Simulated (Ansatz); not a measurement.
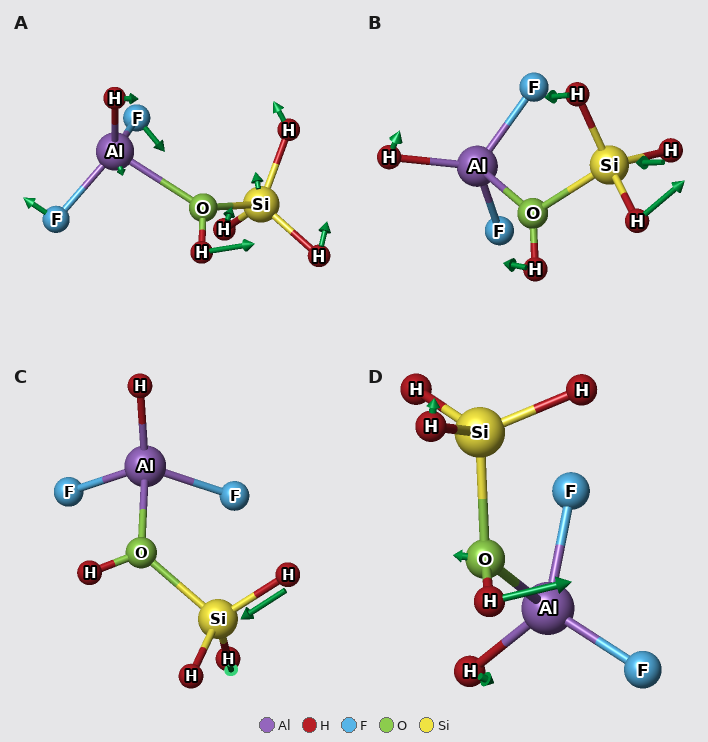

4 normal modes of one molecule or complex, as arrows. Harmonic vibrations computed with RKS PBE0-D4/def2-TZVP (Ansatz 0.2.0) at a stationary point of the same level.

> Match the panels to the wavenumbers 83 cm⁻¹, 335 cm⁻¹, 709 cm⁻¹, 2319 cm⁻¹.

A: 83 cm⁻¹
B: 709 cm⁻¹, H–Si–O bending
C: 2319 cm⁻¹, out-of-phase stretching of 2 Si–H bonds
D: 335 cm⁻¹
